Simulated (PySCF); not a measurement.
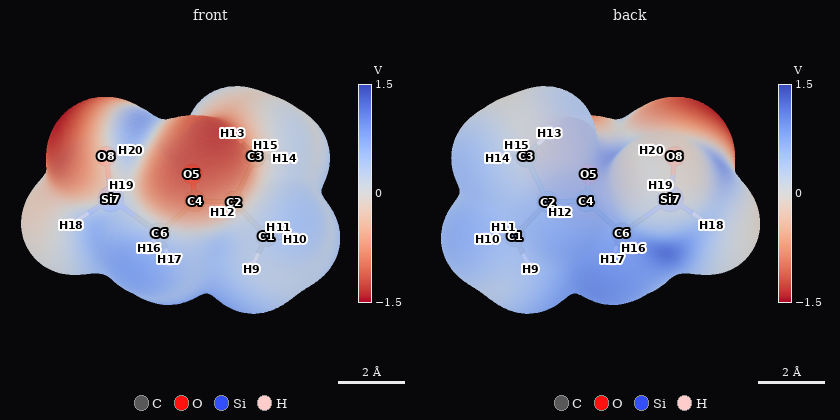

Figure 1: C5H12O2Si (SMILES CC(C)C(=O)C[SiH2]O). The electrostatic potential painted on the density surface at 0.001 e/bohr³, seen from the front and from behind; red is negative and blue positive.

Geometry: GFN2-xTB.

The calculation used PBE0/pcSseg-1, SCF density, gas phase, non-relativistic (PySCF).

Input

```
{"job": {"kind": "nmr", "xc": "PBE0", "basis": "pcSseg-1"}, "charge": 0, "multiplicity": 1}
C     -2.014981     1.029708    -0.477680
C     -1.086689     0.045134     0.242418
C     -1.380488     0.010323     1.738505
C      0.342335     0.486812    -0.023332
O      0.965459     1.170800     0.768844
C      0.962658    -0.015347    -1.267431
Si     2.257915    -1.322259    -0.680577
O      3.062069    -0.668125     0.554470
H     -1.803666     1.054015    -1.544879
H     -3.053328     0.738514    -0.336178
H     -1.878509     2.031295    -0.075512
H     -1.226623    -0.952413    -0.187246
H     -0.752155    -0.729095     2.230338
H     -2.423032    -0.242528     1.916172
H     -1.171107     0.981779     2.179483
H      1.522391     0.781005    -1.754100
H      0.238881    -0.428721    -1.960921
H      3.199900    -1.567587    -1.764204
H      1.538918    -2.521209    -0.249296
H      2.694904     0.128577     0.956587
```

Launched as:

```sh
OMP_NUM_THREADS=1 python probes_run.py task.json out
```

Describe the electrostatic potential map.

The most negative region (about −1.4 V) lies over O8, the most positive (about +1.1 V) over Si7. O8 is the likeliest acceptor of a hydrogen bond.

What dipole moment does the calculation give?

Its dipole moment is 3.32 D.
